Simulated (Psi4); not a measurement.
# MP3/def2-TZVP run of C2H3Al (ethynylalumane)

What is the vertical singlet–triplet gap of C2H3Al (ethynylalumane) at MP3/def2-TZVP? The job is set up through an ASE script.

Program for the calculation: Psi4 1.11.

6 further runs of the same task are left out: 5 that didn't finish, 1 set aside as unsound or not needed. Runs told in other sessions of the task aren't counted.

**1. The system as given**

The species is C2H3Al (6 atoms), meant as a singlet with charge 0. As SMILES, `C#[C][AlH2]`. Geometry: relaxed at PBE0-D4/def2-TZVP.

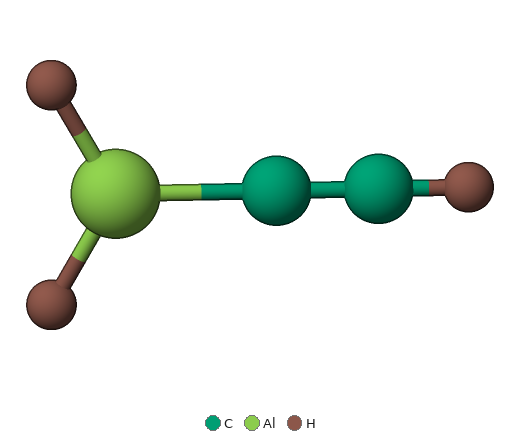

The structure, seen from a chosen angle (carbon teal, aluminium green, hydrogen brown).

**2. A single-point energy at MP3/def2-TZVP**

File c2h3al.xyz:

```xyz
6
C2H3Al
C     -0.792800    -1.637600    -0.298100
C     -0.266100    -0.564200    -0.106200
Al     0.564800     1.124200     0.195000
H     -1.257000    -2.583100    -0.467400
H      1.356700     1.804700    -0.990500
H      0.436600     1.792000     1.621000
```

File run_ase.py:

```python
import numpy as np
from ase.calculators.psi4 import Psi4
from ase.io import read

atoms = read('c2h3al.xyz')
calc = Psi4(atoms=atoms, method='mp3', basis='def2-TZVP', memory='2200MB', num_threads=1, charge=0, multiplicity=1, label='calc')
calc.psi4.set_options({'puream': True, 'e_convergence': 1e-09, 'd_convergence': 1e-08, 'scf_type': 'pk', 'num_frozen_docc': 7, 'mp_type': 'conv'})
atoms.calc = calc

print(f'energy: {atoms.get_potential_energy():.6f} eV')
```

The run is started by

```
python run_ase.py
```

calc.dat:

```text
[...]
  Running in c1 symmetry.
[...]
  Nuclear repulsion =   69.410462182866823
[...]
  Multiplicity = 1
[...]
  Nalpha       = 14
  Nbeta        = 14
[...]
    Number of basis functions: 117
[...]
   @RHF iter   1:  -319.30477212809603   -1.17612e+00   3.07683e-03 ADIIS/DIIS
[...]
   @RHF iter  11:  -319.37269402501659   -3.02975e-11   4.49854e-09 DIIS
[...]
    Orbital Energies [Eh]
    ---------------------
    Doubly Occupied:
       1A    -58.481840     2A    -11.240108     3A    -11.209841
       4A     -4.897892     5A     -3.213521     6A     -3.211245
       7A     -3.210631     8A     -1.016747     9A     -0.737871
      10A     -0.613685    11A     -0.489939    12A     -0.444668
      13A     -0.403548    14A     -0.395331
[...]
  @RHF Final Energy:  -319.37269402501659
   => Energetics <=
    Nuclear Repulsion Energy =             69.4104621828668229
    One-Electron Energy =                -578.4325781998534239
    Two-Electron Energy =                 189.6494219919700015
    Total Energy =                       -319.3726940250165853
[...]
 Multipole Moments:
 ------------------------------------------------------------------------------------
     Multipole            Electronic (a.u.)      Nuclear  (a.u.)        Total (a.u.)
 ------------------------------------------------------------------------------------
 L = 1.  Multiply by 2.5417464519 to convert [e a0] to [Debye]
 Dipole X            :          0.0270818           -0.1282970           -0.1012152
 Dipole Y            :          0.0578576           -0.2645524           -0.2066948
 Dipole Z            :          0.0107834           -0.0479866           -0.0372031
 Magnitude           :                                                    0.2331337
[...]
	SCS-MP2 Total Energy (a.u.)        :  -319.74797970496110
	SOS-MP2 Total Energy (a.u.)        :  -319.75050091930416
[...]
	SOS-PI-MP2 Total Energy (a.u.)     :  -319.77956298809551
[...]
	MP2 Total Energy (a.u.)            :  -319.74293727627503
[...]
	SCS-MP3 Total Energy (a.u.)        :  -319.75290996532812
[...]
	MP3 Total Energy (a.u.)            :  -319.76265831774316
[...]
```

On the terminal:

```text
energy: -8701.185132 eV
```

It took 13 s on 1 thread of Intel Xeon 6975P-C (Granite Rapids), shared host; peak memory 1.9 GiB.

**3. The triplet**

File c2h3al_ase.py:

```python
import numpy as np
from ase.calculators.psi4 import Psi4
from ase import Atoms

mol = Atoms(['C', 'C', 'Al', 'H', 'H', 'H'], positions=[
    [-0.792800, -1.637600, -0.298100],
    [-0.266100, -0.564200, -0.106200],
    [0.564800, 1.124200, 0.195000],
    [-1.257000, -2.583100, -0.467400],
    [1.356700, 1.804700, -0.990500],
    [0.436600, 1.792000, 1.621000],
])
calc = Psi4(atoms=mol, method='mp3', basis='def2-TZVP', memory='2200MB', num_threads=1, charge=0, multiplicity=3, label='c2h3al', reference='uhf')
calc.psi4.set_options({'puream': True, 'e_convergence': 1e-09, 'd_convergence': 1e-08, 'scf_type': 'pk', 'num_frozen_docc': 7, 'maxiter': 100, 'mp_type': 'conv'})
mol.calc = calc

print(f'energy: {mol.get_potential_energy():.6f} eV')
```

The run is started by

```
python c2h3al_ase.py
```

c2h3al.dat:

```text
[...]
  Running in c1 symmetry.
[...]
  Nuclear repulsion =   69.410462182866823
[...]
  Multiplicity = 3
[...]
  Nalpha       = 15
  Nbeta        = 13
[...]
    Number of basis functions: 117
[...]
   @UHF iter   1:  -318.97101772862294   -8.42367e-01   4.29413e-03 ADIIS/DIIS
[...]
   @UHF iter  22:  -319.21751912575007   -8.58336e-12   3.33996e-09 DIIS
[...]
   @S^2 Observed:                2.036223279E+00
[...]
    Orbital Energies [Eh]
    ---------------------
    Alpha Occupied:
       1A    -58.439884     2A    -11.313610     3A    -11.306006
       4A     -4.858124     5A     -3.177298     6A     -3.171746
       7A     -3.171082     8A     -1.145973     9A     -0.811407
      10A     -0.657885    11A     -0.541025    12A     -0.533028
      13A     -0.481425    14A     -0.408028    15A     -0.207113
    Alpha Virtual:
      16A      0.081584    17A      0.094264    18A      0.111644
      19A      0.134877    20A      0.154058    21A      0.173676
      22A      0.211404    23A      0.248873    24A      0.265373
      25A      0.281589    26A      0.309096    27A      0.328196
[...]
  @UHF Final Energy:  -319.21751912575007
   => Energetics <=
    Nuclear Repulsion Energy =             69.4104621828668229
    One-Electron Energy =                -577.8524684901968840
    Two-Electron Energy =                 189.2244871815800309
    Total Energy =                       -319.2175191257500728
  UHF NO Occupations:
  HONO-2 :   13  A 1.9882549
  HONO-1 :   14  A 1.0000000
  HONO-0 :   15  A 1.0000000
  LUNO+0 :   16  A 0.0117451
  LUNO+1 :   17  A 0.0032492
[...]
 Multipole Moments:
 ------------------------------------------------------------------------------------
     Multipole            Electronic (a.u.)      Nuclear  (a.u.)        Total (a.u.)
 ------------------------------------------------------------------------------------
 L = 1.  Multiply by 2.5417464519 to convert [e a0] to [Debye]
 Dipole X            :         -0.6107379           -0.1282970           -0.7390349
 Dipole Y            :         -1.2392443           -0.2645524           -1.5037967
 Dipole Z            :         -0.2205669           -0.0479866           -0.2685534
 Magnitude           :                                                    1.6969673
[...]
	SCS-MP2 Total Energy (a.u.)        :  -319.54303559024697
	SOS-MP2 Total Energy (a.u.)        :  -319.54548310428288
[...]
	SOS-PI-MP2 Total Energy (a.u.)     :  -319.57071110263155
[...]
	MP2 Total Energy (a.u.)            :  -319.53814056217510
[...]
	SCS-MP3 Total Energy (a.u.)        :  -319.55206418656968
[...]
	MP3 Total Energy (a.u.)            :  -319.57425494746599
[...]
```

Standard output:

```text
energy: -8696.058415 eV
```

Run time: 29 s. Hardware: 1 thread of Intel Xeon 6975P-C (Granite Rapids), shared host; peak memory 1.9 GiB.

**4. Results**

Level: MP3/def2-TZVP, 7 core orbitals frozen.

| quantity | value |
| --- | --- |
| singlet: total energy | -319.76266 Eh |
| singlet: HOMO energy (Hartree–Fock orbitals) | -10.76 eV |
| singlet: LUMO energy (Hartree–Fock orbitals) | 0.92 eV |
| singlet: HOMO–LUMO gap (Hartree–Fock orbitals) | 11.68 eV |
| singlet: correlation energy (7 core orbitals frozen) | -390.0 mEh |
| triplet: total energy | -319.57425 Eh |
| triplet: HOMO energy (Hartree–Fock orbitals) (highest over α and β) | -5.64 eV |
| triplet: LUMO energy (Hartree–Fock orbitals) (lowest over α and β) | -1.48 eV |
| triplet: correlation energy (7 core orbitals frozen) | -356.7 mEh |
| triplet: ⟨S²⟩ of the reference determinant | 2.036 |
| vertical energy of the triplet above the singlet | 5.127 eV |

At this shape the triplet lies 5.13 eV (118 kcal/mol) above the singlet.
